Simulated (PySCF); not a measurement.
# Co2O2: structure of the singlet

The task is one start of a wider search on Co2O2: the singlet, from a rhombic ring start. It is relaxed, tested by its Hessian and followed downhill if it is a saddle.

Computed with PySCF 2.14.0. Level: PBE0, basis Co def2-TZVP, O def2-TZVP, no relativity, density fitting.

## Step 1: Starting geometry

4 atoms, charge 0, spin multiplicity 1.

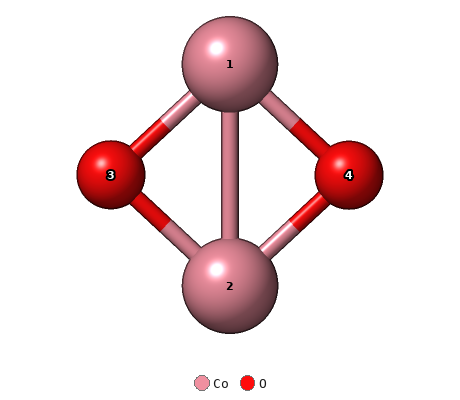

The starting geometry (cobalt pink, oxygen red); atoms are numbered from 1 in the order of the file.

```xyz
4
charge 0 multiplicity 1
Co    1.2579    0.0000    0.0000
Co   -1.2579    0.0000    0.0000
O     0.0000    1.3489    0.0000
O     0.0000   -1.3489    0.0000
```

## Step 2: The SCF at the typed geometry

One driver script runs all steps and calls PySCF; scf.py shows how it sets up the SCF of each step. The optimiser is the driver's own. After this first run the driver tries any further starts and a stability analysis.

Input file scf.py:

```python
from pyscf import gto, scf, dft
mol = gto.M(atom='''
Co     1.257900     0.000000     0.000000
Co    -1.257900     0.000000     0.000000
O      0.000000     1.348900     0.000000
O      0.000000    -1.348900     0.000000''',
    basis={'Co': 'def2-TZVP', 'O': 'def2-TZVP'},
    charge=0, spin=0)
mf = dft.RKS(mol, xc='PBE0')
mf.grids.atom_grid = (50, 194)
aux = {'Co': 'def2-universal-JKFIT', 'O': 'def2-universal-JKFIT'}
mf = mf.density_fit(auxbasis=aux)
mf.conv_tol = 1e-08
mf.diis_space = 10
mf.max_cycle = 60
mf.init_guess = 'minao'
mf.verbose = 4
mf.kernel()
```

Command:

```sh
$ OMP_NUM_THREADS=4 python axn.py task.json out
```

Output (excerpt; [...] marks lines left out):

```text
[... the frontier levels of the middle cycles are left out ...]
init E= -2913.50872747879
  HOMO = 0.21029429273148  LUMO = 0.215858342190346  gap/eV = 0.15141
cycle= 1 E= -2881.65596318886  delta_E= 31.9  |g|= 11.1  |ddm|= 13.4
  HOMO = -2.01539399354887  LUMO = -1.96881281684083  gap/eV = 1.26754
cycle= 2 E= -2838.97193481838  delta_E= 42.7  |g|= 22.1  |ddm|=   22
  HOMO = -1.23144212899779  LUMO = -1.1492183963193  gap/eV = 2.23742
cycle= 3 E= -2892.99879910267  delta_E=  -54  |g|= 13.8  |ddm|= 14.4
cycle= 4 E= -2898.02981212088  delta_E= -5.03  |g|= 11.9  |ddm|= 1.39
cycle= 5 E= -2906.13827654877  delta_E= -8.11  |g|= 8.95  |ddm|= 3.82
cycle= 6 E= -2907.51300062964  delta_E= -1.37  |g|= 7.96  |ddm|= 0.587
cycle= 7 E= -2913.83013856321  delta_E= -6.32  |g|= 3.11  |ddm|= 2.76
cycle= 8 E= -2914.21158772327  delta_E= -0.381  |g|= 2.72  |ddm|= 2.08
cycle= 9 E= -2914.93615623583  delta_E= -0.725  |g|= 1.67  |ddm|= 0.512
cycle= 10 E= -2915.14609453978  delta_E= -0.21  |g|= 0.967  |ddm|= 0.33
cycle= 11 E= -2915.29328680332  delta_E= -0.147  |g|= 0.0426  |ddm|= 0.39
cycle= 12 E= -2915.29336641022  delta_E= -7.96e-05  |g|= 0.0337  |ddm|= 0.0354
cycle= 13 E= -2915.29353950912  delta_E= -0.000173  |g|= 0.00417  |ddm|= 0.0148
cycle= 14 E= -2915.29350120434  delta_E= 3.83e-05  |g|= 0.0185  |ddm|= 0.00745
cycle= 15 E= -2915.29354257335  delta_E= -4.14e-05  |g|= 0.000671  |ddm|= 0.00639
cycle= 16 E= -2915.29354265255  delta_E= -7.92e-08  |g|= 0.000298  |ddm|= 0.000655
cycle= 17 E= -2915.29354265562  delta_E= -3.07e-09  |g|= 0.000243  |ddm|= 0.000207
cycle= 18 E= -2915.29354266747  delta_E= -1.18e-08  |g|= 2.82e-05  |ddm|= 0.00014
cycle= 19 E= -2915.29354266787  delta_E= -4.04e-10  |g|= 6.23e-06  |ddm|= 5.97e-05
  HOMO = -0.228833053176668  LUMO = -0.126272806614604  gap/eV = 2.79081
Extra cycle  E= -2915.29354266783  delta_E= 4.27e-11  |g|= 2.53e-05  |ddm|= 1.88e-05
converged SCF energy = -2915.29354266783
```

This step, with its further starts and checks, took 20 s on 4 threads of Arm Neoverse V1, shared host.

Energies from each starting density:

| start | energy (Eh) |
| --- | --- |
| the minimal-basis guess | -2915.293543 |
| a thermally smeared density | -2915.293543 |
| a smeared PBE density | -2915.293543 |

No lower closed-shell solution turned up from the other starts or in the test of internal stability.

## Step 3: Relaxation: rhombic ring start, singlet

The program finds D2h symmetry in the start, which this walk keeps.

scf.py, as its differences from that of step 2:

```diff
@@ -16 +15,0 @@
-mf.init_guess = 'minao'
```

The optimiser's trace:

| step | energy (Eh) | change (kJ/mol) | largest symmetric gradient (Eh/bohr) |
| --- | --- | --- | --- |
| 0 | -2915.293543 | 0.00 | 0.06759 |
| 1 | -2915.314329 | -54.57 | 0.03661 |
| 2 | -2915.318329 | -65.08 | 0.01643 |
| 3 | -2915.319071 | -67.02 | 0.00389 |
| 4 | -2915.319106 | -67.12 | 0.00148 |
| 5 | -2915.319117 | -67.15 | 0.00024 |
| 6 | -2915.319117 | -67.15 | 0.00004 |

The walk took 20 s.

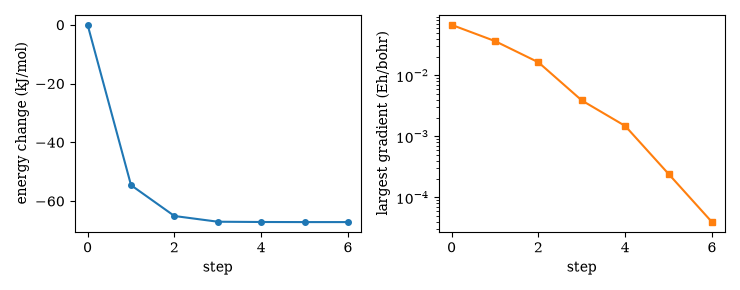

How energy and gradient fall.

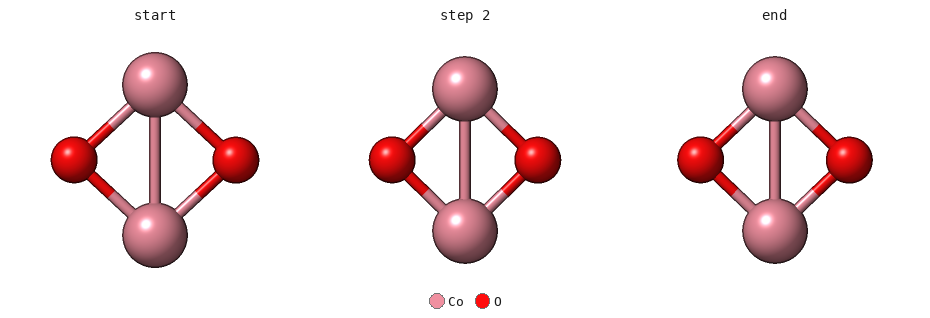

The geometry along the walk, at one scale.

It settles in D2h symmetry, 67.1 kJ/mol below the start, after 6 steps: Co–Co 2.376 Å, Co–O 1.717 Å (×4); Co–Co–O 46.2° (×4), Co–O–Co 87.5° (×2), O–Co–O 92.5° (×2).

## Step 4: Vibrations and properties at this point

The point is checked on the finer grid, and tightened if its gradient asks for it. The Hessian and the dipole derivatives come from central differences of analytic gradients, with steps of 0.02 bohr.

scf.py, as its differences from that of step 3:

```diff
@@ -3,4 +3,4 @@
-Co     1.257900     0.000000     0.000000
-Co    -1.257900     0.000000     0.000000
-O      0.000000     1.348900     0.000000
-O      0.000000    -1.348900     0.000000''',
+Co     1.187084    -0.000000     0.000000
+Co    -1.187084     0.000000     0.000000
+O      0.000000     1.240720     0.000000
+O     -0.000000    -1.240720     0.000000''',
@@ -10 +10 @@
-mf.grids.atom_grid = (50, 194)
+mf.grids.atom_grid = (75, 302)
@@ -13 +13 @@
-mf.conv_tol = 1e-08
+mf.conv_tol = 1e-10
```

The driver hands on the density of the step before, so the log starts near convergence.

Log of the central SCF (cycles and frontier levels):

```text
init E= -2915.31890980002
  HOMO = -0.222577732336752  LUMO = -0.109134072117025  gap/eV = 3.08696
cycle= 1 E= -2915.31890980003  delta_E= -2.73e-12  |g|= 4.81e-06  |ddm|= 3.97e-06
  HOMO = -0.222576745292277  LUMO = -0.109132979856144  gap/eV = 3.08696
Extra cycle  E= -2915.3189098  delta_E= 2.82e-11  |g|= 1.41e-05  |ddm|= 9.01e-06
converged SCF energy = -2915.3189098
```

The whole step took 60 s.

Geometry: D2h; Co–Co 2.374 Å, Co–O 1.717 Å (×4); Co–Co–O 46.3° (×4), Co–O–Co 87.5° (×2), O–Co–O 92.5° (×2).

Harmonic modes (main isotopes):

```json
{"symmetry": "b3u", "ω (cm⁻¹)": "267", "IR (km/mol)": "51.3"}
{"symmetry": "ag", "ω (cm⁻¹)": "329", "IR (km/mol)": "0.0"}
{"symmetry": "b2u", "ω (cm⁻¹)": "510", "IR (km/mol)": "45.9"}
{"symmetry": "b3g", "ω (cm⁻¹)": "614", "IR (km/mol)": "0.0"}
{"symmetry": "b1u", "ω (cm⁻¹)": "658", "IR (km/mol)": "186"}
{"symmetry": "ag", "ω (cm⁻¹)": "782", "IR (km/mol)": "0.0"}
```

No imaginary mode, so this is a minimum.

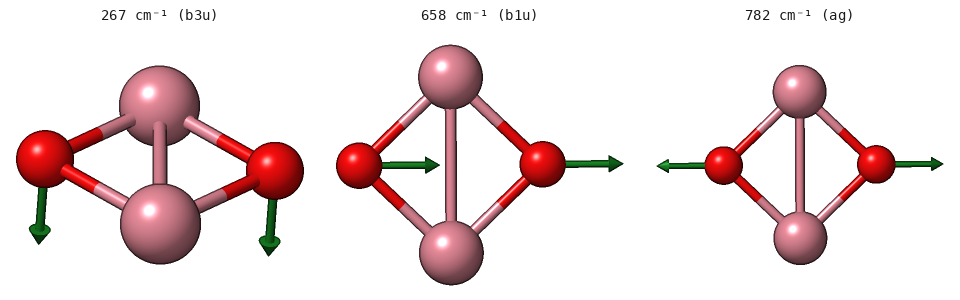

How the atoms move in 3 of the modes.

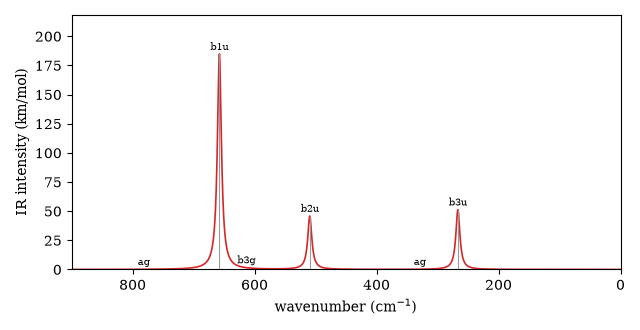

The harmonic infrared spectrum (widths in cm⁻¹). Lines are broadened to a width of 8 cm⁻¹ (Lorentzian).

Constants and moments:

```yaml
Dipole_moment: 0.00 D
Highest_occupied_level: -6.06 eV
Lowest_empty_level: -2.97 eV
Rotational_constants: 0.3423, 0.1015, 0.07828 cm⁻¹
Zero-point_energy: 18.9 kJ/mol
Principal_polarisabilities: 39.9, 45.9, 88.7 bohr³
Atomisation_energy_without_zero-point_energy: 808 kJ/mol
Principal_traceless_quadrupole_moments_about_the_centre_of_mass: -10.94, -4.88, 15.82 D Å
Entropy_at_298.15_K_and_1_bar: 287.1 J/(mol K)
Heat_capacity_Cp_at_298.15_K: 63.3 J/(mol K)
Enthalpy_at_298.15_K_above_0_K: 13.68 kJ/mol
Rotational_symmetry_number: 4
```

Charges (e) and bond orders:

```csv
atom,Mulliken,Löwdin,polar tensor,Mayer order to Co1
Co1,0.67,0.22,0.74,–
Co2,0.67,0.22,0.74,0.53
"O3,4",-0.67,-0.22,-0.74,1.04
```

Mulliken populations on Co1: s 6.42, p 12.22, d 7.69, f 0.00.

## Step 5: A spin-polarised start

A stability analysis found the closed shell of the lowest minimum unstable towards spin polarisation, so the unrestricted solution is followed.

The program finds D2h symmetry in the start, which may break. Threshold on the gradient: 0.0003 Eh/bohr, with a further test on the energy change.

scf.py, as its differences from that of step 4:

```diff
@@ -9,2 +9,2 @@
-mf = dft.RKS(mol, xc='PBE0')
-mf.grids.atom_grid = (75, 302)
+mf = dft.UKS(mol, xc='PBE0')
+mf.grids.atom_grid = (50, 194)
@@ -13 +13 @@
-mf.conv_tol = 1e-10
+mf.conv_tol = 1e-08
```

Steps of the walk:

| step | energy (Eh) | change (kJ/mol) | largest gradient (Eh/bohr) |
| --- | --- | --- | --- |
| 0 | -2915.365766 | 0.00 | 0.02751 |
| 1 | -2915.367316 | -4.07 | 0.01215 |
| 2 | -2915.367660 | -4.98 | 0.00284 |
| 3 | -2915.367703 | -5.09 | 0.00182 |
| 4 | -2915.367695 | -5.07 | 0.00164 |
| 5 | -2915.367728 | -5.15 | 0.00049 |
| 6 | -2915.367729 | -5.15 | 0.00013 |

The walk took 39 s.

Geometry (Å) and forces (eV/Å) at some steps:

```
step 0
Co   1.187   0.000   0.000   1.415   0.000   0.000
Co  -1.187   0.000   0.000  -1.415   0.000   0.000
O    0.000   1.241   0.000   0.000   0.894   0.000
O    0.000  -1.241   0.000   0.000  -0.895   0.000
step 1
Co   1.201   0.000   0.000   0.625   0.000   0.000
Co  -1.201   0.000   0.000  -0.624   0.000   0.000
O    0.000   1.254   0.000   0.000   0.221   0.000
O    0.000  -1.254   0.000   0.000  -0.222   0.000
step 3
Co   1.217   0.000   0.003   0.030   0.000  -0.012
Co  -1.217   0.000   0.003  -0.030   0.000  -0.012
O    0.000   1.255  -0.003   0.000  -0.093   0.013
O    0.000  -1.255  -0.003   0.000   0.094   0.012
step 6
Co   1.221   0.000   0.000  -0.004   0.000  -0.001
Co  -1.221   0.000   0.000   0.004   0.000  -0.001
O    0.000   1.249   0.000   0.001  -0.006   0.001
O    0.000  -1.249   0.000  -0.001   0.007   0.001
```

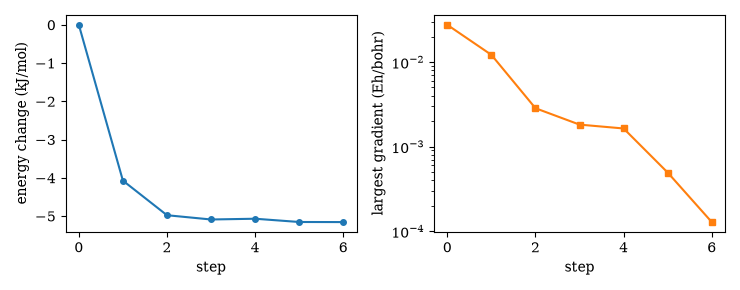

Energy and largest gradient along the walk.

End point (D2h, 6 steps, 5.2 kJ/mol gained): Co–Co 2.441 Å, Co–O 1.747 Å (×4); Co–Co–O 45.7° (×4), Co–O–Co 88.7° (×2), O–Co–O 91.3° (×2).

## Step 6: Hessian and properties

As before: finer grid, then central differences.

scf.py, as its differences from that of step 5:

```diff
@@ -3,4 +3,4 @@
-Co     1.187084    -0.000000     0.000000
-Co    -1.187084     0.000000     0.000000
-O      0.000000     1.240720     0.000000
-O     -0.000000    -1.240720     0.000000''',
+Co     1.219803     0.000000     0.000000
+Co    -1.219803    -0.000000    -0.000000
+O     -0.000000     1.249469     0.000000
+O      0.000000    -1.249469    -0.000000''',
@@ -10 +10 @@
-mf.grids.atom_grid = (50, 194)
+mf.grids.atom_grid = (75, 302)
@@ -13 +13 @@
-mf.conv_tol = 1e-08
+mf.conv_tol = 1e-10
```

Log of the central SCF (cycles and frontier levels):

```text
init E= -2915.3674758069
[... the frontier-level lines of each cycle are left out ...]
cycle= 1 E= -2915.36747580703  delta_E= -1.28e-10  |g|= 2.49e-05  |ddm|= 2.56e-05
cycle= 2 E= -2915.36747580533  delta_E= 1.69e-09  |g|= 9.58e-05  |ddm|= 4.98e-05
cycle= 3 E= -2915.36747580757  delta_E= -2.24e-09  |g|= 8.26e-06  |ddm|= 3.45e-05
cycle= 4 E= -2915.3674758076  delta_E= -3.09e-11  |g|= 7.9e-06  |ddm|= 2.32e-06
Extra cycle  E= -2915.36747580803  delta_E= -4.28e-10  |g|= 1.2e-05  |ddm|= 3.12e-05
converged SCF energy = -2915.36747580803  <S^2> = 0.97136604  2S+1 = 2.2103086
```

The whole step took 14 min on 4 threads of Arm Neoverse V1, shared host.

Geometry: D2h; Co–Co 2.440 Å, Co–O 1.746 Å (×4); Co–Co–O 45.7° (×4), Co–O–Co 88.6° (×2), O–Co–O 91.4° (×2).

Modes, for the most abundant isotopes:

```tsv
ω (cm⁻¹)	IR (km/mol)	μ (u)
190	57.3	18.94
313	0.0	42.82
557	0.0	19.08
657	219	18.94
665	153	18.94
736	0.0	17.81
```

μ is the mass of the mode for normalised Cartesian displacements, not the reduced mass of the usual diatomic formula.

No imaginary mode, so this is a minimum.

The SCF density has lower symmetry than the nuclear frame, so the modes carry no labels.

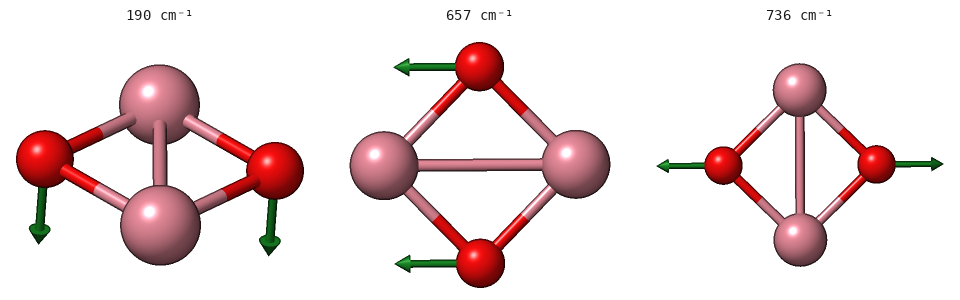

How the atoms move in 3 of the modes.

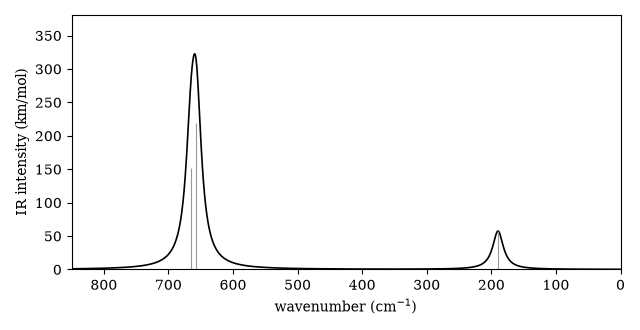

The harmonic infrared spectrum (widths in cm⁻¹). Lines are broadened to a width of 20 cm⁻¹ (Lorentzian).

Constants and moments:

| Property | Result |
| --- | --- |
| Dipole moment | 0.00 D |
| Highest occupied level | -6.02 eV |
| Lowest empty level | -2.73 eV |
| Rotational constants | 0.3375, 0.09612, 0.07482 cm⁻¹ |
| Zero-point energy | 18.6 kJ/mol |
| Principal polarisabilities | 39.3, 44.5, 83.8 bohr³ |
| Atomisation energy without zero-point energy | 936 kJ/mol |
| Principal traceless quadrupole moments about the centre of mass | -13.06, -5.06, 18.12 D Å |
| Entropy at 298.15 K and 1 bar | 289.9 J/(mol K) |
| Heat capacity Cp at 298.15 K | 63.4 J/(mol K) |
| Enthalpy at 298.15 K above 0 K | 13.92 kJ/mol |
| Rotational symmetry number | 4 |
| Spin squared ⟨S²⟩ | 0.971 |

Charges (e) and bond orders:

| atom | Mulliken | Löwdin | polar tensor | spin (Mulliken) | Mayer order to Co1 |
| --- | --- | --- | --- | --- | --- |
| Co1 | 0.73 | 0.30 | 0.93 | 1.00 | – |
| Co2 | 0.73 | 0.30 | 0.93 | -1.00 | 0.13 |
| O3,4 | -0.73 | -0.30 | -0.93 | 0.00 | 0.99 |

Mulliken populations on Co1: s 6.43, p 12.24, d 7.60, f 0.00.

## Step 7: The points found, side by side

| spin | group | bonds | imaginary modes (cm⁻¹) | ΔE (kJ/mol) | with zero-point energy |
| --- | --- | --- | --- | --- | --- |
| broken-symmetry (Ms = 0) | D2h (density of lower symmetry) | Co–Co 2.440 Å, Co–O 1.746 Å (×4) | none | 0.0 | 0.0 |
| singlet | D2h | Co–Co 2.374 Å, Co–O 1.717 Å (×4) | none | 127.5 | 127.8 |

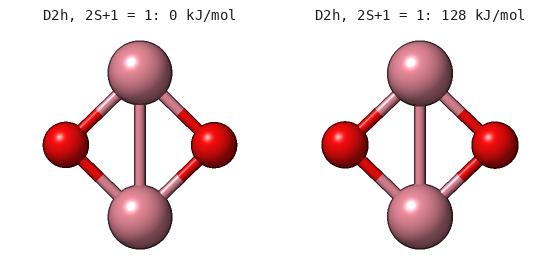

The points, lowest first (cobalt pink, oxygen red).

## Step 8: Results

| quantity | value |
| --- | --- |
| minimum | broken-symmetry (Ms = 0), D2h |
| geometry | Co–Co 2.440 Å, Co–O 1.746 Å (×4); Co–Co–O 45.7° (×4), Co–O–Co 88.6° (×2), O–Co–O 91.4° (×2) |
| wavenumbers (cm⁻¹) | 190, 313, 557, 657, 665, 736 |
| dipole moment | 0.00 D |
| highest occupied, lowest empty level (either spin) | -6.02, -2.73 eV |
| polar-tensor charge of Co1 | +0.93 e |
| zero-point energy | 18.6 kJ/mol |
| entropy at 298.15 K | 289.9 J/(mol K) |
| atomisation energy (no zero-point energy) | 936 kJ/mol |
| ⟨S²⟩ | 0.971 |

The rhombic ring start keeps its D2h symmetry and ends in a minimum. The determinant is spin-contaminated (⟨S²⟩ = 0.97 against 0.00), so it is no pure spin state. In the infrared the band at 657 cm⁻¹ leads. The dipole vanishes although Co1 carries +0.9 e by the polar tensor: the bond dipoles cancel. Only this shape and spin were tried, so other structures or states may lie lower. The SCF density has lower symmetry than the nuclear frame.

The search up to here took 17 min.
